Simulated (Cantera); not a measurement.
Input: 1 mol Si, 4.3 mol HCl, 8.4 mol H2, equilibrated at 53000 Pa.

Equilibrium computed with Cantera from the NASA thermochemical tables; the gas is ideal and each condensed phase is pure. Candidate condensed phases: Si; 19 gas species. The tables' values for SiCl3, SiCl are old estimates; treat these amounts as uncertain. Kinetics and transport are ignored.

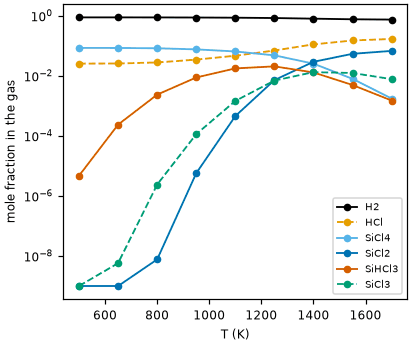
Figure: Equilibrium gas composition (values under 1e-9 drawn at 1e-9)

From 500 K to 1700 K nothing is condensed. The main Si-bearing gas is SiCl4 at 500 K and SiCl2 at 1700 K.
